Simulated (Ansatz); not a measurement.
# CH4MoOS2: geometry and vibrations

What shape does CH4MoOS2 take? The plan is to relax it, then compute its harmonic vibrations to see whether it is a minimum and to get the zero-point energy and entropy.

Computed with Ansatz 0.2.0, Gaussian basis. Level: RKS PBE0-D4/def2-TZVP.

The runs, in order: relaxation at PBE-D4/def2-SVP; relaxation at PBE0-D4/def2-TZVP; harmonic vibrations at the same level.

1 further run of the same task is left out (set aside as unsound or not needed).

### 1 The system as given

SMILES `[CH3][Mo]([OH])(=[S])=[S]`, 9 atoms, charge 0, spin multiplicity 1.

Atoms are counted from 1 here; the program's logs count them from 0.

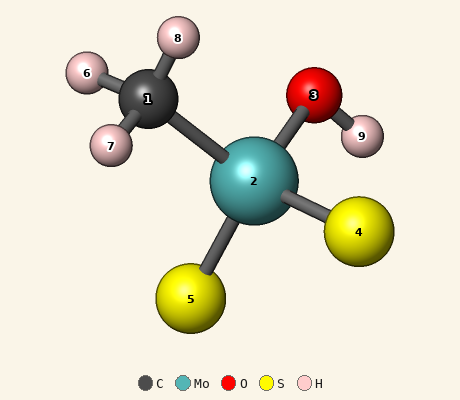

As it starts; carbon dark grey, molybdenum teal, oxygen red, sulfur yellow, hydrogen pink; atoms are numbered from 1 in the order of the file.

The start is a force-field geometry with small random shifts, so a cheaper pass at PBE-D4/def2-SVP comes first. Mo takes the def2 core potential; no spin-orbit term is included.

### 2 Geometry optimisation, PBE-D4/def2-SVP (cheap first pass)

in.yaml reads:

```yaml
crystal:
  periodic: [false, false, false]
  atoms:
    - {symbol: C, position_ang: [-1.352200, 0.535400, -0.245400]}
    - {symbol: Mo, position_ang: [0.657300, -0.228000, -0.175900]}
    - {symbol: O, position_ang: [1.057300, -0.793800, 1.716200]}
    - {symbol: S, position_ang: [0.884600, -1.835600, -1.430700]}
    - {symbol: S, position_ang: [1.987000, 1.220000, -0.789300]}
    - {symbol: H, position_ang: [-1.482700, 1.470400, 0.419300]}
    - {symbol: H, position_ang: [-1.606100, 0.895700, -1.291800]}
    - {symbol: H, position_ang: [-2.077900, -0.187700, 0.055300]}
    - {symbol: H, position_ang: [2.021200, -1.122600, 1.725200]}
basis:
  gaussian: {orbitals: def2-SVP}
hamiltonian: {xc: pbe, dispersion: d4}
relax: {f_tol: 0.03, max_steps: 200}
```

Output (excerpt; [...] marks lines left out):

```text
Functional definition: PBE
  name "PBE"
  cite "Perdew, Burke & Ernzerhof, Phys. Rev. Lett. 77, 3865 (1996) doi:10.1103/PhysRevLett.77.3865"
  parent pbe
[...]
1246 factors; their error is unknown
[...]
mean field -26657.87762735 eV, -979.6589334467 hartree, gradient 1.8e-5 eV, S^2 0.000000; 0 other end points of the search recorded, 0 dependent functions left out
[...]
reference -26657.87769778 eV, -979.6589360349 hartree; 32, 32 occupied and 83, 83 virtual orbitals, 1246 factors
relax step   1: F+E_penalty+E_count = -26658.17514082 eV  Δ(F+E_penalty+E_count) = +0.000e0 eV  max|allowed force component| = 4.825e0 eV/Å  Δτ_max = 0.0000 Å  (35 SCF iters, accepted)
[...]
relax step   5: F+E_penalty+E_count = -26658.78096153 eV  Δ(F+E_penalty+E_count) = +3.932e-4 eV  max|allowed force component| = 3.153e-1 eV/Å  Δτ_max = 0.1022 Å  (34 SCF iters, rejected (line search))
[...]
relax step   9: F+E_penalty+E_count = -26658.78239380 eV  Δ(F+E_penalty+E_count) = +3.291e-2 eV  max|allowed force component| = 1.374e0 eV/Å  Δτ_max = 0.1650 Å  (34 SCF iters, rejected (line search))
[...]
relax step  13: F+E_penalty+E_count = -26658.83592563 eV  Δ(F+E_penalty+E_count) = -3.542e-3 eV  max|allowed force component| = 4.049e-1 eV/Å  Δτ_max = 0.1115 Å  (34 SCF iters, accepted)
[...]
relax step  16: F+E_penalty+E_count = -26658.84415920 eV  Δ(F+E_penalty+E_count) = -1.993e-3 eV  max|allowed force component| = 4.696e-2 eV/Å  Δτ_max = 0.0296 Å  (35 SCF iters, accepted)
[...]
relax step  17: F+E_penalty+E_count = -26658.84430345 eV  Δ(F+E_penalty+E_count) = -1.442e-4 eV  max|allowed force component| = 8.039e-3 eV/Å  Δτ_max = 0.0102 Å  (36 SCF iters, accepted)
1246 factors; their error is unknown
[...]
mean field -26658.54311950 eV, -979.6833898320 hartree, gradient 2.6e-5 eV, S^2 0.000000; 1 other end points of the search recorded, 0 dependent functions left out
[...]
reference -26658.54318994 eV, -979.6833924206 hartree; 32, 32 occupied and 83, 83 virtual orbitals, 1246 factors
Total energy: -26658.84437389 eV, -979.6944607269 hartree
Atom 0 at    -1.234141     0.505406    -0.207230 Å, force     0.001104    -0.002448    -0.000905 eV/Å
Atom 1 at     0.762220    -0.139015    -0.188943 Å, force    -0.000807    -0.000679    -0.008039 eV/Å
Atom 2 at     1.255723    -0.510466     1.578142 Å, force    -0.002631     0.002809     0.007159 eV/Å
Atom 3 at     0.805319    -1.823335    -1.484294 Å, force    -0.001392     0.001296    -0.004647 eV/Å
Atom 4 at     1.858208     1.483457    -1.023116 Å, force     0.000665     0.000723    -0.001317 eV/Å
Atom 5 at    -1.310438     1.399228     0.447641 Å, force     0.001293     0.000470     0.001642 eV/Å
Atom 6 at    -1.563089     0.773137    -1.230964 Å, force     0.000518    -0.000536     0.001026 eV/Å
Atom 7 at    -1.874269    -0.314171     0.182329 Å, force     0.001090    -0.000247     0.001069 eV/Å
Atom 8 at     1.388966    -1.420441     1.909335 Å, force     0.000160    -0.001387     0.004011 eV/Å
Dipole moment:    -0.291757    -0.244817     0.434406 e Å
```

It took 32 s on 4 threads, shared host.

The steps of the relaxation: (the energy doesn't fall at every step)

```tsv
step	energy from step 1 (eV)	largest force component (eV/Å)
1	0.0000	4.8250
2	-0.4447	1.3890
3	-0.5804	0.5221
4	-0.6062	0.2869
5	-0.6058	0.3153
6	-0.6200	0.1151
7	-0.6317	0.0801
8	-0.6402	0.1104
9	-0.6073	1.3740
10	-0.6458	0.2343
11	-0.6521	0.5082
12	-0.6572	0.5588
13	-0.6608	0.4049
14	-0.6670	0.2008
15	-0.6670	0.1113
16	-0.6690	0.0470
17	-0.6692	0.0080
```

Distances of close pairs at the start and the end, largest changes first:

```tsv
bond	before (Å)	after (Å)	change (Å)
Mo2–O3	2.015	1.872	-0.143
Mo2–S4	2.052	2.125	+0.073
Mo2–S5	2.059	2.128	+0.069
C1–Mo2	2.151	2.098	-0.053
C1–H6	1.155	1.111	-0.044
C1–H8	1.068	1.111	+0.043
O3–H9	1.018	0.977	-0.041
C1–H7	1.135	1.108	-0.027
```

### 3 Optimising with PBE0-D4/def2-TZVP

in.yaml reads:

```yaml
crystal:
  periodic: [false, false, false]
  atoms:
    - {symbol: C, position_ang: [-1.234141, 0.505406, -0.207230]}
    - {symbol: Mo, position_ang: [0.762220, -0.139015, -0.188943]}
    - {symbol: O, position_ang: [1.255723, -0.510466, 1.578142]}
    - {symbol: S, position_ang: [0.805319, -1.823335, -1.484294]}
    - {symbol: S, position_ang: [1.858208, 1.483457, -1.023116]}
    - {symbol: H, position_ang: [-1.310438, 1.399228, 0.447641]}
    - {symbol: H, position_ang: [-1.563089, 0.773137, -1.230964]}
    - {symbol: H, position_ang: [-1.874269, -0.314171, 0.182329]}
    - {symbol: H, position_ang: [1.388966, -1.420441, 1.909335]}
basis:
  gaussian: {orbitals: def2-TZVP}
hamiltonian: {xc: pbe0, dispersion: d4}
relax: {f_tol: 0.005, max_steps: 150}
```

Output (excerpt; [...] marks lines left out):

```text
Functional definition: PBE0
  name "PBE0"
  cite "Adamo & Barone, J. Chem. Phys. 110, 6158 (1999) doi:10.1063/1.478522"
  cite "Perdew, Burke & Ernzerhof, Phys. Rev. Lett. 77, 3865 (1996) doi:10.1103/PhysRevLett.77.3865"
  parent pbe
[...]
1427 factors; their error is unknown
[...]
mean field -26670.18584515 eV, -980.1112521079 hartree, gradient 3.2e-5 eV, S^2 0.000000; 0 other end points of the search recorded, 0 dependent functions left out
[...]
reference -26670.18588636 eV, -980.1112536223 hartree; 32, 32 occupied and 168, 168 virtual orbitals, 1427 factors
relax step   1: F+E_penalty+E_count = -26670.44576992 eV  Δ(F+E_penalty+E_count) = +0.000e0 eV  max|allowed force component| = 7.358e-1 eV/Å  Δτ_max = 0.0000 Å  (36 SCF iters, accepted)
[...]
Total energy: -26670.50049815 eV, -980.1228153923 hartree
Atom 0 at    -1.223986     0.500387    -0.205386 Å, force    -0.000360    -0.000096     0.000068 eV/Å
Atom 1 at     0.765106    -0.138024    -0.192148 Å, force     0.001544    -0.000066     0.000452 eV/Å
Atom 2 at     1.246861    -0.509269     1.561319 Å, force    -0.000074    -0.000042    -0.000382 eV/Å
Atom 3 at     0.796723    -1.795447    -1.473670 Å, force    -0.000089     0.000086     0.000077 eV/Å
Atom 4 at     1.835633     1.466740    -1.016671 Å, force    -0.000499    -0.000107    -0.000296 eV/Å
Atom 5 at    -1.294290     1.380240     0.440584 Å, force    -0.000333    -0.000044     0.000114 eV/Å
Atom 6 at    -1.549269     0.761167    -1.213100 Å, force     0.000025     0.000085    -0.000017 eV/Å
Atom 7 at    -1.848286    -0.308922     0.183206 Å, force    -0.000225     0.000430    -0.000294 eV/Å
Atom 8 at     1.360007    -1.403072     1.898766 Å, force     0.000012    -0.000245     0.000277 eV/Å
Dipole moment:    -0.297442    -0.235936     0.393520 e Å
```

It took 38 s on 4 threads, shared host; peak memory 0.6 GiB.

Along the way:

```tsv
step	energy from step 1 (eV)	largest force component (eV/Å)
1	0.0000	0.7358
2	-0.0424	0.5619
3	-0.0544	0.0524
4	-0.0546	0.0285
5	-0.0546	0.0140
6	-0.0547	0.0096
7	-0.0547	0.0015
```

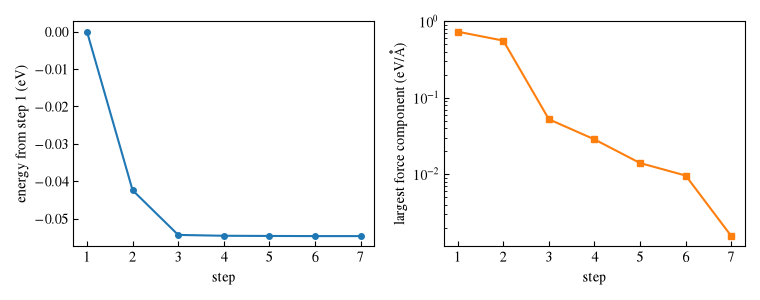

Energy and force, step by step.

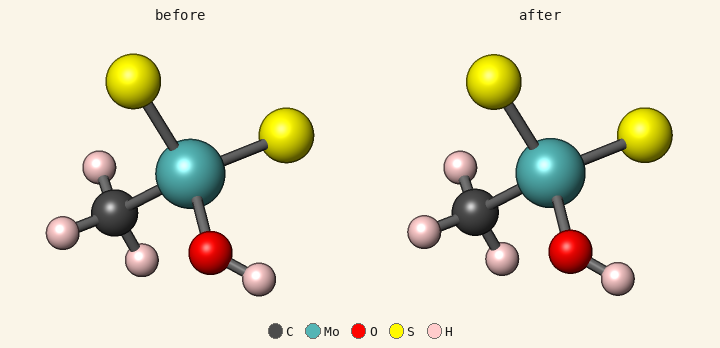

Before and after, at one scale.

Distances of close pairs at the start and the end, largest changes first:

```tsv
bond	before (Å)	after (Å)	change (Å)
Mo2–S5	2.128	2.098	-0.030
Mo2–S4	2.125	2.095	-0.030
C1–H7	1.108	1.091	-0.018
C1–H8	1.111	1.093	-0.017
C1–H6	1.111	1.094	-0.017
Mo2–O3	1.872	1.856	-0.016
O3–H9	0.977	0.962	-0.015
C1–Mo2	2.098	2.089	-0.009
```

Mulliken charges at the end point, from the run's report:

```tsv
atom	value (e)
C1	-0.57
Mo2	1.16
O3	-0.68
S4	-0.37
S5	-0.39
H6	0.16
H7	0.17
H8	0.16
H9	0.36
```

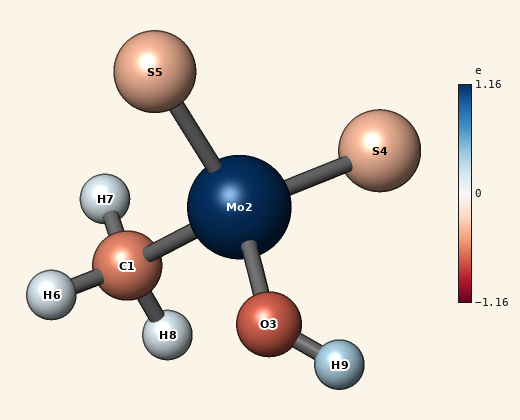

Mulliken charges at the end point, from the run's report, as colours on the atoms.

### 4 Force constants and modes

in.yaml reads:

```yaml
crystal:
  periodic: [false, false, false]
  atoms:
    - {symbol: C, position_ang: [-1.223986, 0.500387, -0.205386]}
    - {symbol: Mo, position_ang: [0.765106, -0.138024, -0.192148]}
    - {symbol: O, position_ang: [1.246861, -0.509269, 1.561319]}
    - {symbol: S, position_ang: [0.796723, -1.795447, -1.473670]}
    - {symbol: S, position_ang: [1.835633, 1.466740, -1.016671]}
    - {symbol: H, position_ang: [-1.294290, 1.380240, 0.440584]}
    - {symbol: H, position_ang: [-1.549269, 0.761167, -1.213100]}
    - {symbol: H, position_ang: [-1.848286, -0.308922, 0.183206]}
    - {symbol: H, position_ang: [1.360007, -1.403072, 1.898766]}
basis:
  gaussian: {orbitals: def2-TZVP}
hamiltonian: {xc: pbe0, dispersion: d4}
phonons: {temperatures: {t_min: 298.15, t_max: 900, t_step: 200}}
```

Output (excerpt; [...] marks lines left out):

```text
Functional definition: PBE0
  name "PBE0"
  cite "Adamo & Barone, J. Chem. Phys. 110, 6158 (1999) doi:10.1063/1.478522"
  cite "Perdew, Burke & Ernzerhof, Phys. Rev. Lett. 77, 3865 (1996) doi:10.1103/PhysRevLett.77.3865"
  parent pbe
[...]
1427 factors; their error is unknown
[...]
mean field -26670.23762159 eV, -980.1131548572 hartree, gradient 1.2e-5 eV, S^2 0.000000; 0 other end points of the search recorded, 0 dependent functions left out
[...]
reference -26670.23766259 eV, -980.1131563640 hartree; 32, 32 occupied and 168, 168 virtual orbitals, 1427 factors
[...]
1427 factors; their error is unknown
mean field -26670.23747399 eV, -980.1131494328 hartree, gradient 2.4e-6 eV, S^2 0.000000; 0 other end points of the search recorded, 0 dependent functions left out
[...]
reference -26670.23751499 eV, -980.1131509395 hartree; 32, 32 occupied and 168, 168 virtual orbitals, 1427 factors
[...]
Atom 1 at     0.765106    -0.138024    -0.192148 Å, force     0.001591    -0.000038     0.000303 eV/Å
Atom 2 at     1.246861    -0.509269     1.561319 Å, force    -0.000067    -0.000029    -0.000359 eV/Å
Atom 3 at     0.796723    -1.795447    -1.473670 Å, force    -0.000115     0.000083     0.000125 eV/Å
Atom 4 at     1.835633     1.466740    -1.016671 Å, force    -0.000520    -0.000122    -0.000231 eV/Å
Atom 5 at    -1.294290     1.380240     0.440584 Å, force    -0.000338    -0.000047     0.000107 eV/Å
Atom 6 at    -1.549269     0.761167    -1.213100 Å, force     0.000033     0.000079     0.000004 eV/Å
Atom 7 at    -1.848286    -0.308922     0.183206 Å, force    -0.000206     0.000453    -0.000297 eV/Å
Atom 8 at     1.360007    -1.403072     1.898766 Å, force     0.000016    -0.000263     0.000283 eV/Å
Dipole moment:    -0.297441    -0.235937     0.393520 e Å
Vibrations: 165.29 178.81 179.36 184.44 188.07 207.68 355.20 549.00 570.42 578.63 620.14 644.12 698.54 750.00 1191.35 1408.69 1416.22 3039.09 3133.81 3156.60 3870.85 cm⁻¹, zero-point energy 1.431171 eV
```

Run time: 3.2 min. Hardware: 4 threads, shared host; peak memory 0.6 GiB.

Motions are named by where the mode's potential energy lies. Wavenumbers, unscaled:

```tsv
mode	cm⁻¹	motion
1	165	bend with torsion
2	179	bend
3	179	bend with torsion
4	184	torsion with bend
5	188	torsion with bend
6	208	torsion with bend
7	355	torsion
8	549	Mo–C stretch
9	570	Mo–S stretch
10	579	Mo–S stretch
11	620	bend
12	644	bend
13	699	bend with torsion
14	750	Mo–O stretch
15	1191	bend
16	1409	bend
17	1416	bend
18	3039	C–H stretch
19	3134	C–H stretch
20	3157	C–H stretch
21	3871	O–H stretch
```

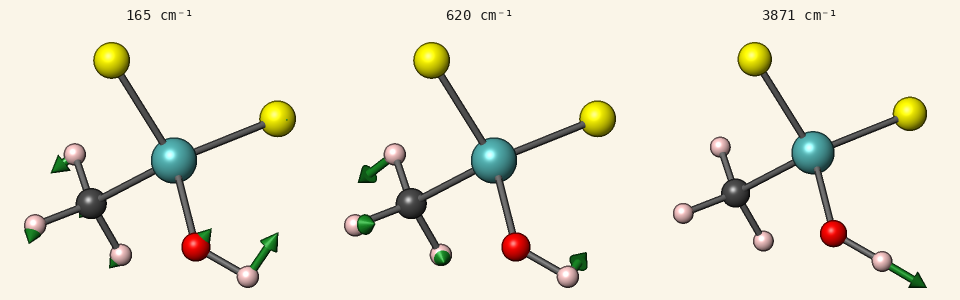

Displacements of 3 modes, as arrows.

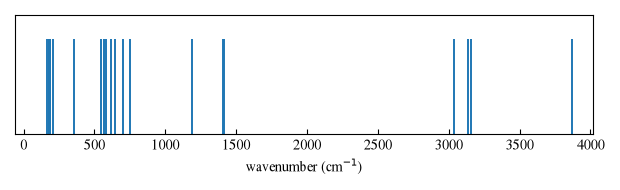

The harmonic wavenumbers as sticks (no intensities were computed).

Ideal gas, rigid rotor and harmonic oscillator at 298.15 K and 1 bar, with symmetry number 1:

```tsv
term	value
zero-point energy	33.0 kcal/mol
H(298) − E	38.5 kcal/mol
entropy, translation	174.4 J/(mol K)
entropy, rotation	118.3 J/(mol K)
entropy, vibration	74.8 J/(mol K)
entropy, total	367.5 J/(mol K)
```

### 5 What came out

```
                  quantity            value
               point group               C1
                     steps           17 + 7
shift from the start (rms)          0.338 Å
              total energy   -26670.5005 eV
           dispersion term         -263 meV
             dipole moment           2.63 D
lowest, highest wavenumber   165, 3871 cm⁻¹
         zero-point energy    33.0 kcal/mol
       entropy at 298.15 K  367.5 J/(mol K)
```

The relaxed geometry lies 0.34 Å (rms) from the start; the bond that changed most is Mo2–O3, from 2.015 to 1.856 Å. No mode is imaginary: a true minimum at this level. The stiffest mode, 3871 cm⁻¹, is an O–H stretch, and 5 modes under 200 cm⁻¹ make the vibrational entropy uncertain. Harmonic hybrid wavenumbers usually lie a few per cent above measured fundamentals. The largest Mulliken charge, +1.16 e, sits on Mo2.
